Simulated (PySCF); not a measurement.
# C4H6F2S2: runs on many settings, part 1 of 2

Which settings matter for C4H6F2S2 (`F[C@@H]1C[C@@H](F)SCS1`)?

The runs use PySCF 2.14.0, with density-fitted response routines of our own; the level of theory stands in each step. All values are computed, except where a source is named. Atoms count from 0, in the outputs and in this text.

## 1. The molecule as given

14 atoms, charge 0, multiplicity 1; geometry from: GFN2-xTB.

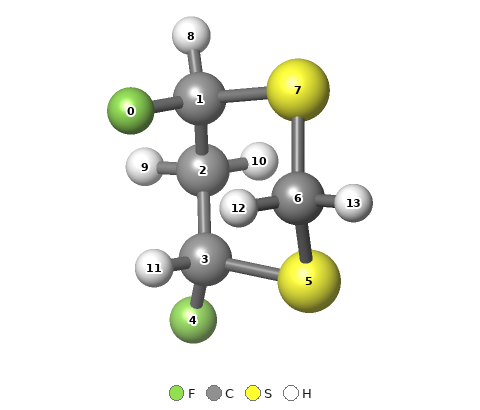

The starting geometry (fluorine green, carbon grey, sulfur yellow, hydrogen white), atoms numbered.

## 2. NMR shieldings: WP04/ANO-RCC-VDZP

The job: settings as JSON, then the geometry in Å.

```
{"job": {"kind": "nmr", "xc": "WP04", "basis": "ANO-RCC-VDZP", "pop": true}, "charge": 0, "multiplicity": 1}
F      0.388645    -1.757331    -0.866066
C     -0.107106    -1.349927     0.347042
C     -1.216515    -0.330369     0.133873
C     -0.764960     0.862838    -0.699409
F     -1.848995     1.609932    -1.041722
S      0.402829     1.945357     0.224177
C      1.715703     0.703827     0.357130
S      1.256450    -0.720789     1.385144
H     -0.478640    -2.243396     0.858969
H     -2.040420    -0.813019    -0.400255
H     -1.580253     0.013561     1.103774
H     -0.279438     0.549339    -1.632779
H      1.990349     0.347483    -0.634517
H      2.561672     1.182023     0.842473
```

Method: GIAO WP04/ANO-RCC-VDZP NMR shielding, non-relativistic, gas phase.

Command:

```bash
$ OMP_NUM_THREADS=1 python probes_run.py task.json out
```

The driver reads the jobs from task.json and runs them one after another.

Log:

```text
coarse grid: 13488 points
cycle   1  E = -1166.5065082880  dE =  1.006e+00  |g| = 9.504e-01  |ddm| = 5.287e+00
cycle   2  E = -1166.2171822408  dE =  2.893e-01  |g| = 1.639e+00  |ddm| = 1.799e+00
cycle   3  E = -1166.6729879200  dE = -4.558e-01  |g| = 1.464e-01  |ddm| = 1.145e+00
cycle   4  E = -1166.6780143080  dE = -5.026e-03  |g| = 5.022e-02  |ddm| = 1.983e-01
cycle   5  E = -1166.6785917410  dE = -5.774e-04  |g| = 1.380e-02  |ddm| = 5.903e-02
cycle   6  E = -1166.6786415250  dE = -4.978e-05  |g| = 4.520e-03  |ddm| = 2.207e-02
cycle   7  E = -1166.6786469499  dE = -5.425e-06  |g| = 1.123e-03  |ddm| = 5.747e-03
final grid: 123768 points
cycle   8  E = -1166.6818115668  dE = -6.179e-05  |g| = 8.755e-03  |ddm| = 4.841e-02
cycle   9  E = -1166.6817842431  dE =  2.732e-05  |g| = 1.448e-02  |ddm| = 1.798e-02
cycle  10  E = -1166.6818283498  dE = -4.411e-05  |g| = 1.122e-03  |ddm| = 1.177e-02
cycle  11  E = -1166.6818286327  dE = -2.829e-07  |g| = 3.085e-04  |ddm| = 1.290e-03
cycle  12  E = -1166.6818286514  dE = -1.866e-08  |g| = 1.088e-04  |ddm| = 3.330e-04
cycle  13  E = -1166.6818286537  dE = -2.260e-09  |g| = 3.096e-05  |ddm| = 1.034e-04
cycle  14  E = -1166.6818286538  dE = -1.583e-10  |g| = 1.052e-05  |ddm| = 3.126e-05
converged SCF energy = -1166.6818286538

GIAO shielding tensors (ppm)
atom      isotropic    diamagn.    paramagn.     s11        s22        s33       span
  0 F      367.047     477.077    -110.030    292.978    396.218    411.946    118.969
  1 C       72.416     239.531    -167.115     27.041     72.734    117.475     90.434
  2 C      135.632     244.350    -108.717    123.175    136.877    146.846     23.670
  3 C       78.575     241.931    -163.357     37.845     69.349    128.530     90.685
  4 F      372.808     468.328     -95.520    309.407    384.587    424.430    115.022
  5 S      408.985    1067.400    -658.414    234.107    426.695    566.154    332.047
  6 C      133.381     239.909    -106.528     96.024    142.740    161.378     65.355
  7 S      406.028    1067.656    -661.628    214.975    476.088    527.021    312.047
  8 H       26.038      28.933      -2.895     23.561     24.841     29.711      6.150
  9 H       29.197      29.732      -0.534     25.840     28.095     33.658      7.818
 10 H       29.543      31.388      -1.845     27.200     28.067     33.363      6.163
 11 H       25.900      32.636      -6.736     23.556     26.663     27.482      3.926
 12 H       27.257      31.602      -4.344     21.614     27.594     32.565     10.951
 13 H       28.611      28.487       0.124     22.668     27.428     35.738     13.071
```

It took 70 s on 1 thread of Arm Neoverse N1, shared host; peak memory 0.77 GiB.

Shifts follow as δ = σ(reference) − σ, with reference shieldings (ppm) from runs at the same level and on the same kind of geometry: 1H TMS 32.08, 13C TMS 179.8, 19F CFCl3 184.3. The references are single molecules in the gas phase, so shifts against H2O, NH3, PH3, H3PO4 or CFCl3 are not on the usual liquid scales and can be off by tens of ppm. Atoms listed in one row are averaged.

| atoms | environment | σ (ppm) | δ (ppm) |
| --- | --- | --- | --- |
| C1, C3 | sp3 CH bonded to F and S | 75.5 | 104.3 |
| C6 | sp3 CH2 bonded to 2 S | 133.4 | 46.4 |
| C2 | sp3 CH2 in a ring | 135.6 | 44.2 |
| H8, H11 | hydrogen on an sp3 CH bonded to F and S | 25.97 | 6.11 |
| H12, H13 | hydrogen on an sp3 CH2 bonded to 2 S | 27.93 | 4.14 |
| H9, H10 | hydrogen on an sp3 CH2 in a ring | 29.37 | 2.71 |
| F0, F4 | fluorine on an sp3 carbon | 369.9 | -185.7 |
| S5, S7 | sulfide sulfur | 408 | – |

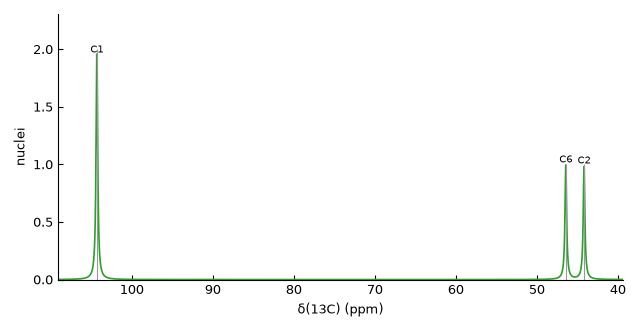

13C lines at the computed shifts, without couplings. Lines are broadened to a width of 0.24 ppm (Lorentzian).

Charges from the same density, by scheme (e):

| atoms | Mulliken | IAO | Hirshfeld | ESP fit |
| --- | --- | --- | --- | --- |
| F0, F4 | -0.29 | -0.34 | -0.14 | -0.20 |
| C1, C3 | 0.42 | 0.10 | 0.08 | 0.01 |
| C2 | 0.35 | -0.30 | -0.07 | 0.02 |
| S5, S7 | -0.16 | 0.10 | -0.01 | -0.05 |
| C6 | 0.38 | -0.45 | -0.07 | -0.62 |

IAO charges:

F0 -0.35; C1 0.09; C2 -0.30; C3 0.11; F4 -0.33; S5 0.09; C6 -0.45; S7 0.10; H8 0.17; H9 0.17; H10 0.17; H11 0.16; H12 0.17; H13 0.19

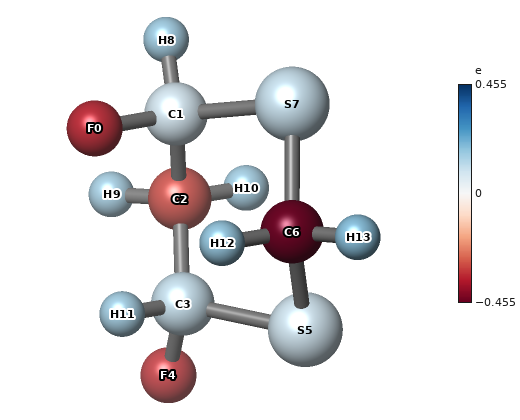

IAO charges, as colours on the atoms.

Mayer bond orders: F0–C1 0.95, C1–C2 1.00, C2–C3 1.01, C3–F4 0.97, C3–S5 1.02, S5–C6 1.03, C6–S7 1.02, S7–C1 1.06.

Ring of atoms C1, C2, C3, S5, C6, S7: NICS(0) -2.9, NICS(1) -1.2, NICS(1)zz 4.6 ppm (means of both faces). The ring holds saturated atoms, so no π current runs round it: these values come from its σ bonds, any local π bonds and neighbouring rings, and say nothing of aromaticity.

## 3. Excited states and response: PBE0/ANO-RCC-VDZP

The job, as its differences from that of step 2:

```diff
@@ -1,2 +1,2 @@
-{"job": {"kind": "nmr", "xc": "WP04", "basis": "ANO-RCC-VDZP", "pop": true}, "charge": 0, "multiplicity": 1}
+{"job": {"kind": "uv", "xc": "PBE0", "basis": "ANO-RCC-VDZP", "nstates": 12, "ntriplets": 2, "tda": false, "scf": {"level_shift": 0.1}, "grid": 1}, "charge": 0, "multiplicity": 1}
 F      0.388645    -1.757331    -0.866066
```

With the program's defaults for keys left out, this is: TDDFT PBE0/ANO-RCC-VDZP, vertical, gas phase, core orbitals frozen in the response.

Log:

```text
final grid: 58784 points
cycle   1  E = -1150.9251952838  dE =  1.154e+00  |g| = 7.308e-01  |ddm| = 5.243e+00
cycle   2  E = -1150.8694521585  dE =  5.574e-02  |g| = 9.741e-01  |ddm| = 1.292e+00
cycle   3  E = -1151.0376213618  dE = -1.682e-01  |g| = 1.060e-01  |ddm| = 5.776e-01
cycle   4  E = -1151.0401807692  dE = -2.559e-03  |g| = 3.391e-02  |ddm| = 1.310e-01
cycle   5  E = -1151.0404227961  dE = -2.420e-04  |g| = 5.950e-03  |ddm| = 3.141e-02
cycle   6  E = -1151.0404314484  dE = -8.652e-06  |g| = 2.120e-03  |ddm| = 8.867e-03
cycle   7  E = -1151.0404325034  dE = -1.055e-06  |g| = 6.218e-04  |ddm| = 2.363e-03
cycle   8  E = -1151.0404325907  dE = -8.731e-08  |g| = 2.037e-04  |ddm| = 8.459e-04
cycle   9  E = -1151.0404326008  dE = -1.016e-08  |g| = 6.052e-05  |ddm| = 3.325e-04
cycle  10  E = -1151.0404326021  dE = -1.277e-09  |g| = 1.958e-05  |ddm| = 1.342e-04
cycle  11  E = -1151.0404326023  dE = -1.664e-10  |g| = 6.463e-06  |ddm| = 5.075e-05
level shift removed, Fock matrix diagonalised once more
converged SCF energy = -1151.0404326023

Static polarisability (au): isotropic 77.526, principal 61.517 84.316 86.747

Singlet excitations
state   eV       nm        f      main configurations
  1   4.9749    249.2   0.00560   H->L 0.89
  2   5.4752    226.4   0.00164   H-1->L 0.55, H->L+2 0.20, H->L+1 0.13
  3   5.9556    208.2   0.00065   H-1->L 0.38, H->L+2 0.36, H->L+1 0.24
  4   6.0914    203.5   0.01651   H->L+1 0.52, H->L+2 0.35
  5   6.5009    190.7   0.02065   H-1->L+1 0.31, H-1->L+2 0.29, H->L+3 0.18
  6   6.6390    186.8   0.01729   H-1->L+1 0.42, H->L+3 0.35, H->L+4 0.12
  7   6.7112    184.7   0.00973   H->L+4 0.41, H-1->L+2 0.36, H-1->L+1 0.11
  8   6.8087    182.1   0.05771   H->L+4 0.40, H->L+3 0.36, H-1->L+2 0.19
  9   7.1897    172.4   0.01099   H-1->L+3 0.53, H-1->L+4 0.14, H->L+6 0.14
 10   7.2369    171.3   0.00810   H->L+5 0.68, H->L+6 0.25
 11   7.3294    169.2   0.00452   H->L+6 0.49, H-1->L+3 0.30, H->L+5 0.14
 12   7.3963    167.6   0.00130   H-1->L+4 0.75

Triplet excitations (Tamm-Dancoff, eV): 4.4209 4.9226
```

Run time: 50 s. Hardware: 1 thread of Arm Neoverse N1, shared host; peak memory 0.81 GiB.

Frontier orbitals and where they lie:

| orbital | eV | atoms |
| --- | --- | --- |
| HOMO−3 | -9.38 | S7 42 %, S5 13 %, F0 11 % |
| HOMO−2 | -9.19 | S5 32 %, C3 16 %, F4 9 % |
| HOMO−1 | -7.38 | S7 53 %, S5 24 %, C6 8 % |
| HOMO | -6.75 | S5 56 %, S7 28 %, C3 4 % |
| LUMO | -0.27 | S5 27 %, S7 20 %, C6 18 % |
| LUMO+1 | 0.32 | H8 33 %, C1 13 %, S7 13 % |
| LUMO+2 | 0.43 | S5 19 %, H11 18 %, C3 12 % |

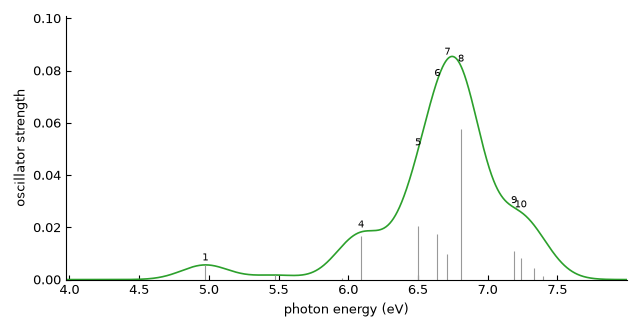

Absorption spectrum from the 12 singlet states computed; above the last one it falls off for lack of states. Lines are broadened to a width of 0.40 eV (Gaussian).

Further results of this job:

| property | computed |
| --- | --- |
| dipole moment (D) | 1.29 |
| polarisability (Å³) | 11.49 |
| HOMO–LUMO gap (eV) | 6.48 |
| −ε(HOMO) (eV) | 6.75 |

## 4. Ultraviolet spectrum: PBE0/def2-SVPD

The job, as its differences from that of step 3:

```diff
@@ -1,2 +1,2 @@
-{"job": {"kind": "uv", "xc": "PBE0", "basis": "ANO-RCC-VDZP", "nstates": 12, "ntriplets": 2, "tda": false, "scf": {"level_shift": 0.1}, "grid": 1}, "charge": 0, "multiplicity": 1}
+{"job": {"kind": "uv", "xc": "PBE0", "basis": "def2-SVPD", "nstates": 25, "ntriplets": 5, "tda": true, "scf": {"conv": 1e-07, "guess": "huckel"}}, "charge": 0, "multiplicity": 1}
 F      0.388645    -1.757331    -0.866066
```

Method: TDA PBE0/def2-SVPD, vertical, gas phase, core orbitals frozen in the response.

Log:

```text
final grid: 123768 points
cycle   1  E = -1140.0548754521  dE =  7.330e+00  |g| = 7.417e+00  |ddm| = 1.585e+01
cycle   2  E = -1107.2749321759  dE =  3.278e+01  |g| = 8.297e+00  |ddm| = 1.832e+02
cycle   3  E = -1137.5377479939  dE = -3.026e+01  |g| = 6.408e+00  |ddm| = 1.849e+02
cycle   4  E = -1149.4193712697  dE = -1.188e+01  |g| = 2.436e+00  |ddm| = 2.938e+01
cycle   5  E = -1150.4830229904  dE = -1.064e+00  |g| = 1.357e+00  |ddm| = 6.589e+00
cycle   6  E = -1150.8998278469  dE = -4.168e-01  |g| = 4.925e-01  |ddm| = 2.404e+00
cycle   7  E = -1150.9472300476  dE = -4.740e-02  |g| = 2.758e-01  |ddm| = 9.781e-01
cycle   8  E = -1150.9648914258  dE = -1.766e-02  |g| = 5.505e-02  |ddm| = 4.371e-01
cycle   9  E = -1150.9654383434  dE = -5.469e-04  |g| = 2.704e-02  |ddm| = 1.222e-01
cycle  10  E = -1150.9656007152  dE = -1.624e-04  |g| = 5.069e-03  |ddm| = 4.218e-02
cycle  11  E = -1150.9656064016  dE = -5.686e-06  |g| = 1.456e-03  |ddm| = 1.236e-02
cycle  12  E = -1150.9656069120  dE = -5.103e-07  |g| = 3.711e-04  |ddm| = 3.391e-03
cycle  13  E = -1150.9656069421  dE = -3.012e-08  |g| = 1.196e-04  |ddm| = 7.301e-04
converged SCF energy = -1150.9656069421

Static polarisability (au): isotropic 86.827, principal 71.972 92.392 96.117

Singlet excitations
state   eV       nm        f      main configurations
  1   5.0614    245.0   0.00724   H->L 0.88
  2   5.5474    223.5   0.00258   H-1->L 0.50, H->L+1 0.33
  3   5.9880    207.1   0.00060   H->L+1 0.52, H-1->L 0.41
  4   6.2073    199.7   0.03190   H->L+2 0.77, H-1->L+1 0.09
  5   6.4123    193.4   0.01379   H->L+3 0.85
  6   6.5442    189.5   0.05150   H-1->L+1 0.71
  7   6.6878    185.4   0.01974   H->L+4 0.66, H-1->L+2 0.20
  8   6.8490    181.0   0.00651   H-1->L+2 0.60, H->L+4 0.19
  9   6.8685    180.5   0.07084   H->L+5 0.83
 10   6.9936    177.3   0.00855   H-1->L+3 0.76
 11   7.2441    171.2   0.00381   H->L+7 0.62, H->L+6 0.25
 12   7.3004    169.8   0.01107   H->L+6 0.37, H-1->L+4 0.32, H->L+7 0.10
 13   7.4122    167.3   0.02485   H-1->L+4 0.48, H->L+6 0.17, H-1->L+5 0.13
 14   7.4534    166.3   0.02209   H-1->L+5 0.67, H->L+7 0.08
 15   7.5868    163.4   0.00043   H->L+8 0.81
 16   7.8043    158.9   0.02176   H-2->L 0.77, H-1->L+7 0.10
 17   7.8642    157.7   0.01786   H->L+10 0.32, H->L+9 0.30, H->L+11 0.24
 18   7.9126    156.7   0.01187   H-1->L+7 0.53, H-3->L 0.13, H->L+11 0.10
 19   7.9958    155.1   0.01638   H-1->L+6 0.54, H-3->L 0.24
 20   8.0196    154.6   0.04330   H->L+9 0.54, H->L+10 0.24
 21   8.0493    154.0   0.06652   H->L+11 0.56, H->L+10 0.16, H-3->L 0.13
 22   8.1179    152.7   0.03400   H-3->L 0.30, H-1->L+6 0.17, H-1->L+7 0.17
 23   8.2281    150.7   0.06314   H-1->L+8 0.86
 24   8.4136    147.4   0.00429   H->L+12 0.42, H-1->L+10 0.26, H-2->L+1 0.13
 25   8.4210    147.2   0.01992   H-2->L+1 0.61, H-1->L+9 0.19

Triplet excitations (Tamm-Dancoff, eV): 4.5320 5.0302 5.6742 5.8247 6.0279
```

Run time: 94 s. Hardware: 1 thread of Arm Neoverse N1, shared host; peak memory 0.93 GiB.

In short: HOMO -6.81 eV, LUMO -0.30 eV; lowest singlet 5.06 eV.

## 5. Shielding tensors: PBE0/aug-cc-pVDZ in dichloromethane

The job, as its differences from that of step 4:

```diff
@@ -1,2 +1,2 @@
-{"job": {"kind": "uv", "xc": "PBE0", "basis": "def2-SVPD", "nstates": 25, "ntriplets": 5, "tda": true, "scf": {"conv": 1e-07, "guess": "huckel"}}, "charge": 0, "multiplicity": 1}
+{"job": {"kind": "nmr", "xc": "PBE0", "basis": "aug-cc-pVDZ", "solvent": "dichloromethane", "pop": false, "scf": {"guess": "vsap", "aux": "def2-universal-jkfit"}}, "charge": 0, "multiplicity": 1}
 F      0.388645    -1.757331    -0.866066
```

Method: GIAO PBE0/aug-cc-pVDZ NMR shielding, non-relativistic, IEF-PCM dichloromethane.

Log:

```text
final grid: 123768 points
cycle   1  E = -1142.3127443739  dE =  7.162e+00  |g| = 4.777e+00  |ddm| = 1.319e+02
cycle   2  E = -1113.0195947695  dE =  2.929e+01  |g| = 1.107e+01  |ddm| = 1.331e+02
cycle   3  E = -1147.8262279085  dE = -3.481e+01  |g| = 3.701e+00  |ddm| = 3.974e+01
cycle   4  E = -1150.2214574714  dE = -2.395e+00  |g| = 2.507e+00  |ddm| = 1.022e+01
cycle   5  E = -1151.4367655703  dE = -1.215e+00  |g| = 5.128e-01  |ddm| = 3.733e+00
cycle   6  E = -1151.4929378632  dE = -5.617e-02  |g| = 2.779e-01  |ddm| = 1.379e+00
cycle   7  E = -1151.5089358148  dE = -1.600e-02  |g| = 1.008e-01  |ddm| = 6.173e-01
cycle   8  E = -1151.5114159422  dE = -2.480e-03  |g| = 3.138e-02  |ddm| = 2.287e-01
cycle   9  E = -1151.5116759647  dE = -2.600e-04  |g| = 5.751e-03  |ddm| = 7.178e-02
cycle  10  E = -1151.5116839417  dE = -7.977e-06  |g| = 2.002e-03  |ddm| = 1.489e-02
cycle  11  E = -1151.5116848344  dE = -8.927e-07  |g| = 4.969e-04  |ddm| = 4.209e-03
cycle  12  E = -1151.5116848859  dE = -5.150e-08  |g| = 1.348e-04  |ddm| = 1.164e-03
cycle  13  E = -1151.5116848900  dE = -4.140e-09  |g| = 5.084e-05  |ddm| = 3.456e-04
cycle  14  E = -1151.5116848905  dE = -4.216e-10  |g| = 1.993e-05  |ddm| = 9.848e-05
converged SCF energy = -1151.5116848905

GIAO shielding tensors (ppm)
atom      isotropic    diamagn.    paramagn.     s11        s22        s33       span
  0 F      368.547     471.138    -102.590    287.978    395.133    422.531    134.553
  1 C       97.473     223.807    -126.335     58.355     94.098    139.965     81.609
  2 C      152.713     214.132     -61.419    140.029    153.709    164.401     24.372
  3 C      102.302     225.399    -123.097     65.586     90.671    150.651     85.065
  4 F      374.411     483.853    -109.442    308.788    381.956    432.488    123.701
  5 S      470.651    1046.739    -576.087    333.518    484.905    593.531    260.013
  6 C      156.648     223.328     -66.681    122.702    166.186    181.055     58.353
  7 S      472.613    1046.160    -573.548    304.673    519.417    593.749    289.076
  8 H       25.138      30.024      -4.887     22.442     23.724     29.247      6.806
  9 H       28.491      25.547       2.944     25.017     27.083     33.374      8.358
 10 H       29.033      26.326       2.707     26.355     27.605     33.140      6.785
 11 H       25.248      31.424      -6.175     22.714     26.088     26.943      4.229
 12 H       26.690      30.934      -4.245     20.702     26.894     32.474     11.772
 13 H       27.779      32.604      -4.825     21.237     26.551     35.548     14.311
```

Run time: 90 s. Hardware: 1 thread of Arm Neoverse N1, shared host; peak memory 1.1 GiB.

In short: σ C1 99.9, C2 152.7, C6 156.6, F0 371.5, H8 25.19, H12 27.23 ppm (means over like atoms).

(Continued in part 2 of 2.)
